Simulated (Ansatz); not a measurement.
# Ge4MoW: further runs on a relaxed guess, part 1 of 2

This session takes a relaxed cell of Ge4MoW and sets out to compute bands, density of states and charges, tighten the relaxation and test it by its phonons.

Program: Ansatz 0.2.0. Level of theory: DFT PBE, scalar-relativistic, plane waves, PAW. These are calculated values, not measurements.

### Step 1. The system as given

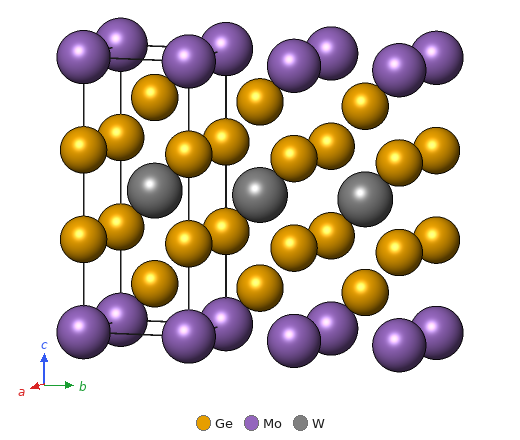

Start, viewed slightly off an axis; germanium amber, molybdenum purple, tungsten grey. 1×3×1 cells are drawn. Atoms on the faces are drawn again on the opposite ones.

Structure file:

```xyz
6
Lattice="3.3398 0.0000 0.0000 0.0000 3.3398 0.0000 0.0000 0.0000 8.2882" Properties=species:S:1:pos:R:3 pbc="T T T"
Ge    0.0000    0.0000    5.4929
Ge    1.6699    1.6699    1.3381
Ge    0.0000    0.0000    2.7953
Ge    1.6699    1.6699    6.9501
Mo    0.0000    0.0000    0.0000
W     1.6699    1.6699    4.1441
```

It is the end of an earlier relaxation with the same method, from a generated guess; it is a trial structure. At a tolerance of 0.05 Å it has space group P4/mmm (No. 123); it has 15.41 Å³/atom, an uncorrected energy of -0.04 eV/atom over the elements.

### Step 2. Electronic structure at the relaxed geometry

input.yaml

```yaml
crystal:
  lattice:
    - [3.3397563, 0.0, 0.0]
    - [0.0, 3.3397563, 0.0]
    - [0.0, 0.0, 8.2881637]
  atoms:
    - { symbol: Ge, position: [0.0, 0.0, 0.662737] }
    - { symbol: Ge, position: [0.5, 0.5, 0.161447] }
    - { symbol: Ge, position: [0.0, 0.0, 0.337263] }
    - { symbol: Ge, position: [0.5, 0.5, 0.838553] }
    - { symbol: Mo, position: [0.0, 0.0, 0.0] }
    - { symbol: W, position: [0.5, 0.5, 0.5] }
basis:
  ecutwfc: 420
kpoints:
  mp_grid: { grid: [12, 12, 6] }
  band_path:
    path:
      - [[0.0, 0.0, 0.0], [0.0, 0.5, 0.0], [0.5, 0.5, 0.0], [0.0, 0.0, 0.0], [0.0, 0.0, 0.5], [0.0, 0.5, 0.5], [0.5, 0.5, 0.5], [0.0, 0.0, 0.5]]
      - [[0.0, 0.5, 0.0], [0.0, 0.5, 0.5]]
      - [[0.5, 0.5, 0.0], [0.5, 0.5, 0.5]]
    npoints: 14
hamiltonian:
  xc: pbe
scf:
  occupations: { method: gaussian, width: 0.1 }
  n_extra_bands: 15
output:
  forces: true
  stress: true
  eigenvalues: true
  populations: true
  dos: { projected: true, de: 0.02, nscf_kmesh: { grid: [15, 15, 8] } }
  bader: true
```

Command:

```
$ ansatz run input.yaml --threads 4 --pin off --max-ram 8192MiB --backend cpu --events-out ev --progress --plain --runs-dir out
```

Log:

```text
Warning: RAYON_NUM_THREADS=4 ignored (pool sized by the plan → 4); use --threads N
scf.n_extra_bands = 15 over 42 filled bands (N_el = 84.0): the run solves 57 bands
Engine: ansatz 0.2.0, x86_64-unknown-linux-gnu
Pseudopotentials: kind: paw
Pseudopotential: Ge, paw, valence charge 14, recommended cutoff 420 eV (normal), Ge.paw.azcp
Pseudopotential: Mo, paw, valence charge 14, recommended cutoff 420 eV (normal), Mo.paw.azcp
Pseudopotential: W, paw, valence charge 14, recommended cutoff 420 eV (normal), W.paw.azcp
Functional definition: PBE
  parameter kappa = 0.804
  parameter beta = 0.06672455060314922
  exchange = pbe_x(kappa = kappa, mu = beta*pi^2/3)
  correlation = pbe_c(beta = beta)
Crystal: 6 atoms, lattice volume = 92.446 Å³
Basis set: ecut = 420 eV, 1811 PW (Γ), exchange–correlation on 48×48×120 points (8 copies of the dense FFT grid, shifted against one another)
Bands: 57, of which v1, the nominal top of the filled ones, is band 42 counted from 1 (41 counted from 0)
Symmetry: 16 space group operations
Space group: P4/mmm (ITA 123), of the structure as read, at distance tolerance 4.5e-5 Å
k-points: 112 of 864
Non-local potential: Ge, projectors of the file, l = 0: 2, l = 1: 2, l = 2: 3, l = 3: 1
Non-local potential: Mo, projectors of the file, l = 0: 3, l = 1: 2, l = 2: 2, l = 3: 1
Non-local potential: W, projectors of the file, l = 0: 3, l = 1: 2, l = 2: 2, l = 3: 1
PAW form: soft (Blöchl's): semilocal exchange-correlation on the pseudo side does not see the compensation charge
PAW one-centre angular grid: Ge, 590 points (default); XC on 64 Gauss nodes
PAW one-centre angular grid: Mo, 590 points (default); XC on 64 Gauss nodes
PAW one-centre angular grid: W, 590 points (default); XC on 64 Gauss nodes
Initial density: superposition of atomic densities (neutral atoms: chi_scale 0, normalization atom), corrected by the library's trained network
Initial wavefunctions: pseudopotential atomic-orbital guess
Functional: x = pbe(κ = 0.804, μ = 0.2195149727645171), c = pbe(β = 0.06672455060314922)
SCF iter   1: F=—  HF=-32520.988208 eV  |F-HF|=—  |Δ(HF+E_count)|=         —  Δρ=3.03e-3  dr2=9.49e-3  ethr=1.77e-3  ⟨swp⟩=5.2  Hψ=25985  notcnv=0  defer=72
preconditioner: auto → Kerker (q_TF=auto, 2.685 Å⁻¹)  [metal: Δε(μ)=0.005 eV  Ē_g=21.151 eV  σ=0.100 eV  W_gap=0.03  n_scr=30 (ndim 8)  ℏωp=31.8 eV  f_vac=0.000  D(μ)=1.48/eV (n_scr^D=4)]
SCF iter   2: F=—  HF=-32520.988788 eV  |F-HF|=—  |Δ(HF+E_count)|=   5.79e-4  Δρ=1.78e-3  dr2=3.90e-3  ethr=1.13e-5  ⟨swp⟩=1.0  Hψ=7392  notcnv=0  defer=111
SCF iter   3: F=—  HF=-32520.988937 eV  |F-HF|=—  |Δ(HF+E_count)|=   1.49e-4  Δρ=3.05e-4  dr2=1.58e-4  ethr=4.64e-6  ⟨swp⟩=2.0  Hψ=6232  notcnv=0  defer=111
SCF iter   4: F=—  HF=-32520.988885 eV  |F-HF|=—  |Δ(HF+E_count)|=   5.21e-5  Δρ=1.38e-4  dr2=2.99e-5  ethr=1.88e-7  ⟨swp⟩=2.0  Hψ=9166  notcnv=0  defer=111
SCF iter   5: F=—  HF=-32520.988949 eV  |F-HF|=—  |Δ(HF+E_count)|=   6.42e-5  Δρ=3.90e-5  dr2=3.06e-6  ethr=3.55e-8  ⟨swp⟩=3.0  Hψ=10526  notcnv=0  defer=111
SCF iter   6: F=—  HF=-32520.988949 eV  |F-HF|=—  |Δ(HF+E_count)|=   6.07e-8  Δρ=1.17e-5  dr2=4.46e-7  ethr=3.64e-9  ⟨swp⟩=1.7  Hψ=5766  notcnv=0  defer=111
SCF iter   7: F=-32520.988949 eV  HF=-32520.988949 eV  |F-HF|=3.02e-8  |Δ(HF+E_count)|=   5.50e-8  Δρ=2.85e-6  dr2=3.49e-8  ethr=1.19e-10  ⟨swp⟩=8.6  Hψ=25224  notcnv=0
SCF 1 converged in 7 iterations: F = -32520.988949 eV  dr2 = 3.49e-8
NSCF: frozen V_eff on 129 k-points
NSCF: frozen V_eff on 180 k-points
SCF converged after 7 iterations
Free energy (F): -32520.988949 eV
Harris-Foulkes:  -32520.988949 eV  (|F-HF|=3.02e-8)
Internal energy: -32520.981231 eV  (E = F + TS)
E sigma→0 (E₀):  -32520.985090 eV
Entropy (-TS):   -0.007718 eV (-1.286 meV/atom)
Fermi energy:    16.947936 eV
--- Per-component energies (eV) ---
  E_band       = -406.045161
  E_kinetic    = 1343.551882
  E_local      = -9229.923295  (includes V_loc(G=0)·N_el)
  E_nonlocal   = 1820.293841
  E_hartree    = 3957.402180
  E_xc         = -756.348668
  E_vxc        = -731.558002  (∫ρ·V_xc dr)
  E_paw        = -19845.232333  (= ΣΔE_a)
  E_vpaw       = -1523.212301  (= ΣTr[D̂ρ^β])
  E_aug_tail   = 0.001359  (compensation charges beyond the density's cutoff)
  E_ewald      = -9810.726198
  E_smearing   = -0.007718  (= −TS)
  E_closure    = -0.000000  (closes the sum)
  Σ components = -32520.988949   (vs F -32520.988949, Δ=0.00e0)
--- Forces (eV/Å), atoms counted from 1 ---
  atom   1  Ge     0.00000000     0.00000000     0.00189229
  atom   2  Ge     0.00000000     0.00000000     0.00099275
  atom   3  Ge     0.00000000     0.00000000    -0.00189229
  atom   4  Ge     0.00000000     0.00000000    -0.00099275
  atom   5  Mo     0.00000000     0.00000000     0.00000000
  atom   6  W      0.00000000     0.00000000     0.00000000
  max |Σ_I F_I| component: 6.31e-30 eV/Å
--- Stress (GPa, compression-positive) ---
        0.001544       0.000000       0.000000
        0.000000       0.001544       0.000000
        0.000000       0.000000      -0.019361
  P = ⅓ Tr σ = -0.0054 GPa (-0.054 kbar)
--- Band table (eV; the first three rows and the last of 112) ---
  k-point 0: bands = ["-57.0475", "-43.9375", "-21.2957", "-21.2873", "-21.2873", "-18.0493", "-18.0124", "-18.0124", "-7.8319", "-7.7855", "-7.7783", "-7.7761", "-7.7759", "-7.7759", "-7.7705", "-7.7545", "-7.7355", "-7.7355", "-7.7056", "-7.6945", "-7.6945", "-7.6936", "-7.6848", "-7.6596", "-7.6565", "-7.6565", "-7.6520", "-7.6387", "3.3246", "5.1479", "6.3532", "10.9524", "12.0724", "14.0495", "14.3323", "14.6228", "14.6228", "15.3087", "16.4675", "16.4675", "16.4701", "16.4701", "17.3163", "17.6791", "19.4625", "19.5008", "20.3734", "20.3734", "20.6397", "20.9626", "21.9287", "21.9287", "21.9750", "24.2060", "24.4962", "25.5902", "25.9522"]
  k-point 1: bands = ["-57.0475", "-43.9375", "-21.2957", "-21.2873", "-21.2873", "-18.0493", "-18.0124", "-18.0124", "-7.8281", "-7.7849", "-7.7779", "-7.7768", "-7.7741", "-7.7741", "-7.7711", "-7.7631", "-7.7402", "-7.7402", "-7.6975", "-7.6930", "-7.6900", "-7.6900", "-7.6854", "-7.6590", "-7.6581", "-7.6581", "-7.6524", "-7.6419", "3.3890", "4.8535", "6.7388", "10.2866", "12.7911", "14.0596", "14.3202", "14.6757", "14.6757", "15.3579", "15.9192", "15.9192", "17.0979", "17.0979", "17.3164", "17.6789", "18.6714", "18.9294", "20.0099", "20.0099", "21.1472", "21.6769", "22.0763", "22.2873", "22.2873", "23.9472", "24.6555", "25.4599", "25.4599"]
  k-point 2: bands = ["-57.0475", "-43.9375", "-21.2957", "-21.2873", "-21.2873", "-18.0493", "-18.0124", "-18.0124", "-7.8178", "-7.7833", "-7.7802", "-7.7786", "-7.7765", "-7.7726", "-7.7689", "-7.7689", "-7.7497", "-7.7497", "-7.6913", "-7.6868", "-7.6818", "-7.6807", "-7.6807", "-7.6629", "-7.6629", "-7.6576", "-7.6537", "-7.6509", "3.5749", "4.3822", "7.4874", "9.3199", "13.8903", "14.0833", "14.2925", "14.8339", "14.8339", "15.3763", "15.4593", "15.4593", "17.3168", "17.6785", "17.7298", "17.7893", "17.7893", "18.0373", "19.3170", "19.3170", "21.8615", "22.3479", "22.3697", "22.9758", "22.9758", "23.4011", "24.6367", "24.6367", "25.1681"]
  k-point 111: bands = ["-57.0393", "-43.9178", "-21.4064", "-21.4064", "-21.2678", "-18.1489", "-18.1489", "-18.0154", "-7.7834", "-7.7834", "-7.7834", "-7.7795", "-7.7795", "-7.7687", "-7.7548", "-7.7458", "-7.7292", "-7.7202", "-7.6880", "-7.6836", "-7.6729", "-7.6716", "-7.6716", "-7.6688", "-7.6681", "-7.6681", "-7.6554", "-7.6471", "7.3847", "7.5386", "10.0443", "10.1584", "11.2265", "11.2265", "11.2756", "11.2756", "14.1673", "14.2196", "14.8888", "14.8888", "15.0413", "15.0413", "16.5330", "16.6336", "18.7369", "19.3932", "20.1392", "20.6741", "21.0050", "21.0050", "21.3263", "21.5450", "21.5450", "22.1914", "25.6865", "26.4938", "27.3129"]
--- Löwdin populations: 6 sites ---
  site symbol       q [e]
     0     Ge     14.0425
     1     Ge     13.9854
     2     Ge     14.0425
     3     Ge     13.9854
     4     Mo     13.9503
     5      W     13.7433
  spilling = 0.002984 (of n_electrons = 84.000000)
--- Bader charges: 6 sites ---
  site symbol  charge [e]  shift [e]
     0     Ge     -0.1617     0.0001
     1     Ge     -0.1531     0.0001
     2     Ge     -0.1617     0.0001
     3     Ge     -0.1532     0.0001
     4     Mo      0.3124     0.0001
     5      W      0.3173     0.0002
  estimated error of the sums over rays = 6.9e-4 e
```

It took 36 s on 4 threads of Intel Xeon Platinum 8259CL at 2.50GHz (Skylake/Cascade Lake), shared host; peak memory 0.96 GiB.

Site by site:

| atom | Löwdin electrons | Bader charge (e) | Bader volume (Å³) |
| --- | --- | --- | --- |
| Ge1 | 14.04 | -0.16 | 15.0 |
| Ge2 | 13.99 | -0.15 | 15.2 |
| Ge3 | 14.04 | -0.16 | 15.0 |
| Ge4 | 13.99 | -0.15 | 15.2 |
| Mo5 | 13.95 | +0.31 | 15.6 |
| W6 | 13.74 | +0.32 | 16.4 |

The Löwdin counts miss 0.25 of the 84 electrons, which the atomic orbitals do not span, so they are no charges.

From bands.tsv, the levels nearest the Fermi level at the path's corners, in eV from the Fermi level:

| point | band 39 | band 40 | band 41 | band 42 | band 43 | band 44 | band 45 | band 46 |
| --- | --- | --- | --- | --- | --- | --- | --- | --- |
| Γ | -0.48 | -0.48 | -0.48 | -0.48 | 0.37 | 0.73 | 2.52 | 2.55 |
| X | -2.26 | -2.21 | -0.31 | -0.12 | 1.62 | 2.14 | 2.25 | 2.57 |
| M | -2.73 | -2.73 | -1.27 | -1.27 | 1.79 | 2.00 | 2.35 | 2.44 |
| Γ | -0.48 | -0.48 | -0.48 | -0.48 | 0.37 | 0.73 | 2.52 | 2.55 |
| Z | -1.85 | -1.85 | 0.37 | 0.41 | 0.67 | 0.73 | 1.46 | 1.46 |
| R | -2.19 | -2.17 | -0.16 | 0.04 | 1.76 | 2.22 | 2.56 | 2.94 |
| A | -2.06 | -2.06 | -1.91 | -1.91 | -0.41 | -0.31 | 1.79 | 2.44 |
| Z | -1.85 | -1.85 | 0.37 | 0.41 | 0.67 | 0.73 | 1.46 | 1.46 |
| X | -2.26 | -2.21 | -0.31 | -0.12 | 1.62 | 2.14 | 2.25 | 2.57 |
| R | -2.19 | -2.17 | -0.16 | 0.04 | 1.76 | 2.22 | 2.56 | 2.94 |
| M | -2.73 | -2.73 | -1.27 | -1.27 | 1.79 | 2.00 | 2.35 | 2.44 |
| A | -2.06 | -2.06 | -1.91 | -1.91 | -0.41 | -0.31 | 1.79 | 2.44 |

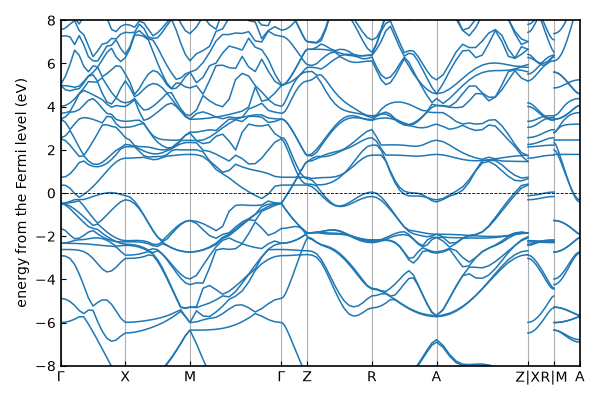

Bands along the path. Deeper bands lie below the window drawn.

Counts of states by energy window (eV from the Fermi level), total and by projection:

```
from  to  total  Ge 4s  Ge 4p  Mo 4d  W 5d
  -8  -7   1.05   0.54   0.27   0.11  0.11
  -7  -6   0.80   0.25   0.33   0.07  0.08
  -6  -5   2.26   0.13   1.48   0.24  0.26
  -5  -4   2.03   0.24   1.14   0.26  0.29
  -4  -3   2.69   0.28   1.18   0.52  0.54
  -3  -2   6.00   0.27   2.22   1.70  1.63
  -2  -1   4.75   0.14   1.71   1.51  1.27
  -1   0   1.95   0.05   0.31   0.82  0.73
   0   1   1.72   0.27   0.42   0.53  0.45
   1   2   4.37   0.65   0.91   1.60  1.08
   2   3   3.06   0.38   0.91   0.54  1.04
   3   4   4.33   0.51   1.69   0.70  0.70
   4   5   3.08   0.22   1.52   0.33  0.41
   5   6   3.15   0.14   1.63   0.24  0.32
```

Below -8 eV lie 62 or so more states.

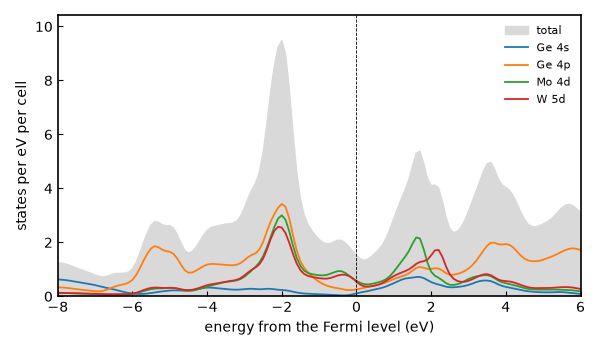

Total and projected density of states, smoothed over about 0.40 eV.

### Step 3. Variant: dr2_threshold 1.0e-05

input.yaml

```yaml
crystal:
  lattice:
    - [3.3397563, 0.0, 0.0]
    - [0.0, 3.3397563, 0.0]
    - [0.0, 0.0, 8.2881637]
  atoms:
    - { symbol: Ge, position: [0.0, 0.0, 0.662737] }
    - { symbol: Ge, position: [0.5, 0.5, 0.161447] }
    - { symbol: Ge, position: [0.0, 0.0, 0.337263] }
    - { symbol: Ge, position: [0.5, 0.5, 0.838553] }
    - { symbol: Mo, position: [0.0, 0.0, 0.0] }
    - { symbol: W, position: [0.5, 0.5, 0.5] }
basis:
  ecutwfc: 420
kpoints:
  mp_grid: { grid: [12, 12, 6] }
hamiltonian:
  xc: pbe
scf:
  occupations: { method: gaussian, width: 0.1 }
  convergence: { dr2_threshold: 1.0e-05 }
output:
  forces: true
  eigenvalues: true
  stress: true
```

Command:

```
$ ansatz run input.yaml --threads 4 --pin off --max-ram 8192MiB --backend cpu --events-out ev --progress --plain --runs-dir out
```

Log, shortened:

```text
Warning: scf.convergence.dr2_threshold = 1e-5 eV is looser than this run's default, which is 1e-7 eV or tighter. The error in the forces grows as the threshold's square root, so leave the key out unless less accurate forces are enough
Warning: output.stress: scf.convergence.dr2_threshold = 1e-5 eV is looser than the 6e-10 eV advised for a printed stress (1e-10 eV for each atom of the cell: 6). What an SCF threshold leaves in a stress goes as its square root, and in the free energy as the threshold itself, and one [...]
Warning: RAYON_NUM_THREADS=4 ignored (pool sized by the plan → 4); use --threads N
[...]
[... 5 set-up lines as earlier in the session ...]
[...]
Crystal: 6 atoms, lattice volume = 92.446 Å³
Basis set: ecut = 420 eV, 1811 PW (Γ), exchange–correlation on 48×48×120 points (8 copies of the dense FFT grid, shifted against one another)
[...]
[... 2 set-up lines as earlier in the session ...]
k-points: 112 of 864
[...]
SCF iter   1: F=—  HF=-32520.988175 eV  |F-HF|=—  |Δ(HF+E_count)|=         —  Δρ=3.04e-3  dr2=9.49e-3  ethr=1.77e-3  ⟨swp⟩=5.9  Hψ=22915  notcnv=0  defer=6
[...]
SCF iter   6: F=-32520.988949 eV  HF=-32520.988949 eV  |F-HF|=3.70e-7  |Δ(HF+E_count)|=   7.16e-8  Δρ=1.20e-5  dr2=4.54e-7  ethr=4.12e-9  ⟨swp⟩=5.7  Hψ=19515  notcnv=0
[...]
SCF converged after 6 iterations
Free energy (F): -32520.988949 eV
[...]
E sigma→0 (E₀):  -32520.985090 eV
Entropy (-TS):   -0.007717 eV (-1.286 meV/atom)
Fermi energy:    16.947942 eV
[...]
--- Forces (eV/Å), atoms counted from 1 ---
  atom   1  Ge     0.00000000     0.00000000     0.00185504
  atom   2  Ge     0.00000000     0.00000000     0.00105419
  atom   3  Ge     0.00000000     0.00000000    -0.00185504
  atom   4  Ge     0.00000000     0.00000000    -0.00105419
  atom   5  Mo     0.00000000     0.00000000     0.00000000
  atom   6  W      0.00000000    -0.00000000     0.00000000
[...]
--- Stress (GPa, compression-positive) ---
        0.001683       0.000000       0.000000
        0.000000       0.001683       0.000000
        0.000000       0.000000      -0.019528
  P = ⅓ Tr σ = -0.0054 GPa (-0.054 kbar)
--- Band table (eV; the first three rows and the last of 112) ---
[...]
```

Wall time 6.9 s (4 threads of Intel Xeon Platinum 8259CL at 2.50GHz (Skylake/Cascade Lake), shared host); peak memory 0.76 GiB.

| run | ending | energy change | pressure (GPa) | gap (eV) | force (eV/Å) | cycles | time |
| --- | --- | --- | --- | --- | --- | --- | --- |
| step 2 | converged | 0 | 0.0 | 0.00 | 0.00 | 7 | 36 s |
| variant | converged | 0.0 meV/atom | 0.0 | 0.00 | 0.00 | 6 | 6.9 s |

The changed convergence setting doesn't alter the result here (within 0.5 meV/atom).

### Step 4. Relaxing to 0.001 eV/Å, on the response runs' mesh and smearing

input.yaml

```yaml
crystal:
  lattice:
    - [3.3397563, 0.0, 0.0]
    - [0.0, 3.3397563, 0.0]
    - [0.0, 0.0, 8.2881637]
  atoms:
    - { symbol: Ge, position: [0.0, 0.0, 0.662737] }
    - { symbol: Ge, position: [0.5, 0.5, 0.161447] }
    - { symbol: Ge, position: [0.0, 0.0, 0.337263] }
    - { symbol: Ge, position: [0.5, 0.5, 0.838553] }
    - { symbol: Mo, position: [0.0, 0.0, 0.0] }
    - { symbol: W, position: [0.5, 0.5, 0.5] }
basis:
  ecutwfc: 420
kpoints:
  mp_grid: { grid: [12, 12, 6] }
hamiltonian:
  xc: pbe
scf:
  occupations: { method: fermi_dirac, width: 0.15 }
output:
  forces: true
  stress: true
  eigenvalues: true
relax:
  adjacent_minimum: "off"
  f_tol: 0.001
  max_steps: 60
  cell: { stress_tol: 0.01 }
```

Command:

```
$ ansatz run input.yaml --threads 4 --pin off --max-ram 8192MiB --backend cpu --events-out ev --progress --plain --runs-dir out
```

Log, shortened:

```text
Warning: RAYON_NUM_THREADS=4 ignored (pool sized by the plan → 4); use --threads N
band count auto-derived: 52 (N_el = 84.0; filled up to band 42; 51 by the electrons, moments and atoms)
[...]
[... 5 set-up lines as earlier in the session ...]
[...]
Crystal: 6 atoms, lattice volume = 92.446 Å³
Basis set: ecut = 420 eV, 1811 PW (Γ), exchange–correlation on 48×48×120 points (8 copies of the dense FFT grid, shifted against one another)
Bands: 52, of which v1, the nominal top of the filled ones, is band 42 counted from 1 (41 counted from 0)
[... 1 set-up line as earlier in the session ...]
[...]
  P = ⅓ Tr σ = -0.0066 GPa (-0.066 kbar)
--- Band table (eV; the first three rows and the last of 112) ---
[...]
--- Relaxed structure (3 steps of the walk, 3 accepted, 1 SCFs on fresh bases) ---
  F+E_penalty+E_count = -32521.04634031 eV   max|allowed force component| = 1.984e-4 eV/Å   (the final SCF, on the basis selected at the relaxed cell)
  cell:  # Å, volume = 92.5743 Å³
    - [3.3388759954251435, 2.66723067294061e-35, 0.0]
    - [2.66723067294061e-35, 3.3388759954251435, 0.0]
    - [0.0, 0.0, 8.304048802553853]
  atoms:
    - { symbol: Ge, position: [1.914717330864304e-36, -4.176711824679487e-37, 0.6628605727888038] }
    - { symbol: Ge, position: [0.49999999999999994, 0.49999999999999994, 0.16154383932280061] }
    - { symbol: Ge, position: [7.095717167320656e-36, 6.100815024812732e-38, 0.3371394272111961] }
    - { symbol: Ge, position: [0.49999999999999994, 0.49999999999999994, 0.8384561606771994] }
    - { symbol: Mo, position: [-1.914717330864304e-36, 5.115298751573752e-37, -4.3604438479157305e-21] }
    - { symbol: W, position: [0.49999999999999994, 0.49999999999999994, 0.49999999999999994] }
```

Run time: 33 s. Hardware: 4 threads of Intel Xeon Platinum 8259CL at 2.50GHz (Skylake/Cascade Lake), shared host; peak memory 0.82 GiB.

Step by step:

| step | E - E(step 1) (eV/cell) | largest force component (eV/Å) | pressure (GPa) | volume (Å³) |
| --- | --- | --- | --- | --- |
| 1 | 0.0000 | 0.0302 | 0.26 | 92.45 |
| 2 | -0.0001 | 0.0236 | -0.15 | 92.64 |
| 3 | -0.0004 | 0.0002 | -0.01 | 92.57 |
| 4 | -0.0004 | 0.0002 | -0.01 | 92.57 |

Step 1 is the start. Step 4 repeats the geometry before it on a plane-wave basis chosen anew for that cell, so its energy need not be comparable with the rows above.

|  | before | after | change |
| --- | --- | --- | --- |
| a (Å) | 3.340 | 3.339 | 0.0 % |
| b (Å) | 3.340 | 3.339 | 0.0 % |
| c (Å) | 8.288 | 8.304 | +0.2 % |
| volume (Å³/atom) | 15.41 | 15.43 | +0.1 % |
| shortest distance (Å) | 2.676 | 2.683 | +0.3 % |
| space group (0.01 Å) | P4/mmm | P4/mmm | same |

The run keeps the 16 symmetry operations of the start, so it could not have lowered the symmetry.

(Continued in part 2 of 2.)
